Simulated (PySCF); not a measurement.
```xyz
10

O     1.4993   -1.7799   -0.1619
C     1.1475   -0.7151   -0.5265
Cl    2.2136    0.5052   -1.1797
C    -0.3300   -0.2551   -0.4625
F    -1.0942   -1.3462   -0.4015
F    -0.6511    0.4525   -1.5485
C    -0.6270    0.6030    0.7892
F    -0.2567   -0.0592    1.8768
F    -1.9213    0.8608    0.8560
F     0.0414    1.7452    0.7313
```

Geometry: PBE0-D3(BJ)/def2-SVP.

Theory: B3LYP/def2-SVPD, SCF density, gas phase (PySCF 2.14.0).

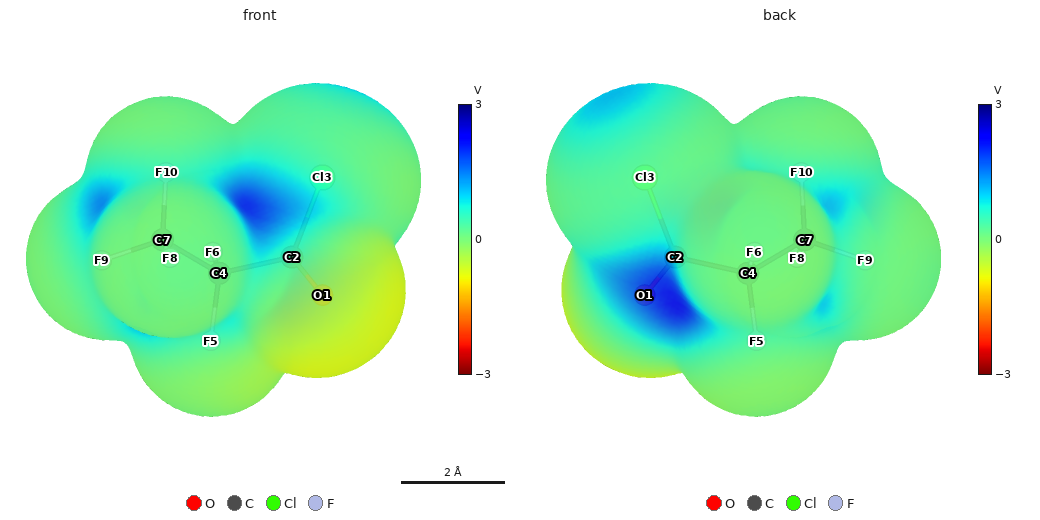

C3ClF5O (SMILES O=C(Cl)C(F)(F)C(F)(F)F). The molecular electrostatic potential painted on the density surface at 0.002 e/bohr³, seen from the front and from behind; red is negative and blue positive.

**Where is the surface potential most negative and most positive?**

The most negative region (about −0.8 V) lies over O1, the most positive (about +2.1 V) over the π face of C2 and C4. Cl3 shows a σ-hole: about +1.1 V at the tip opposite its bond, against about +0.2 V on its flanks.
